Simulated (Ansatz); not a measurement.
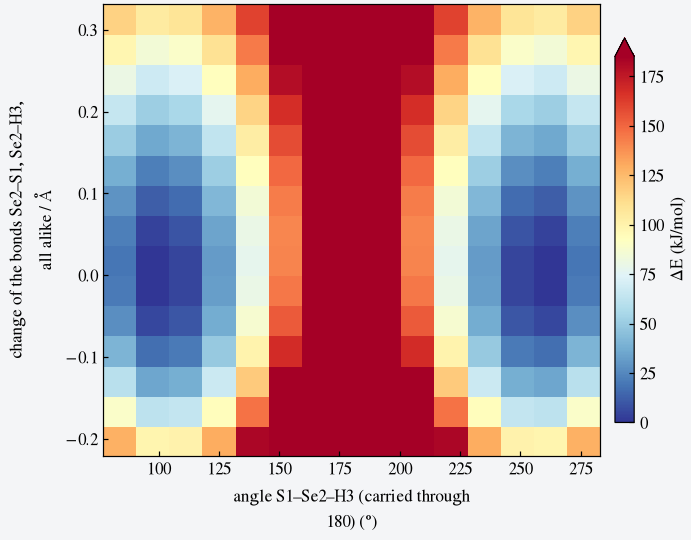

Energy landscape of HSSe, SMILES [S-][SeH], charge −1. 
- The first coordinate is: angle S1–Se2–H3 (carried through 180); the second: change of the bonds Se2–S1, Se2–H3, all alike.
- Nothing is relaxed (all other coordinates rigid).
- The grid has 15 × 15 points; 120 points were computed and 105 follow by symmetry.
- Points are written as (first, second).
- All energies are given in kJ/mol relative to the lowest grid point.
- Energies and slopes of some neighbouring points disagree (a jump in structure or state, or too coarse a mesh).
- The calculation used RKS PBE0-D4/def2-TZVPD (Ansatz 0.2.0).

The picture shows one coloured cell a grid point, one colour for all values above the top of the scale. 

Summarise what can be read from the map.

The lowest grid point is at (97.5°, 0.018 Å). The same energy is found at (262.5°, 0.018 Å). The highest grid point, (180.0°, −0.203 Å), lies 368 kJ/mol above the lowest.

Grid values (kJ/mol):

```
second ↓, first →  83.8  97.5  111.3  125.0  138.8  152.5  166.3  180.0  193.7  207.5  221.2  235.0  248.7  262.5  276.2
            0.313   116   104    108    128    161    206    262    322    262    206    161    128    108    104    116
            0.276    98    85     89    110    145    192    251    316    251    192    145    110     89     85     98
            0.240    81    68     72     93    130    179    241    311    241    179    130     93     72     68     81
            0.203    65    51     55     77    116    168    233    307    233    168    116     77     55     51     65
            0.166    50    35     40     63    103    158    226    303    226    158    103     63     40     35     50
            0.129    38    22     27     51     93    150    220    298    220    150     93     51     27     22     38
            0.092    28    12     16     41     85    144    217    290    217    144     85     41     16     12     28
            0.055    22     4      9     34     80    141    216    283    216    141     80     34      9      4     22
            0.018    19     0      5     31     78    141    218    280    218    141     78     31      5      0     19
           −0.018    20     0      5     32     80    145    223    280    223    145     80     32      5      0     20
           −0.055    27     5      9     37     87    154    232    285    232    154     87     37      9      5     27
           −0.092    40    17     20     49    100    168    246    295    246    168    100     49     20     17     40
           −0.129    60    35     38     67    119    188    266    311    266    188    119     67     38     35     60
           −0.166    89    62     64     94    146    217    293    335    293    217    146     94     64     62     89
           −0.203   128    99    100    130    183    254    329    368    329    254    183    130    100     99    128
```

Each point was launched as `ansatz run input.yaml --threads 1 --pin off --max-ram 2560MiB --backend cpu --events-out ev --progress --plain --runs-dir out`. The whole map (120 points run) took 8.6 min on 1 thread of Arm Neoverse V1, on a shared host.
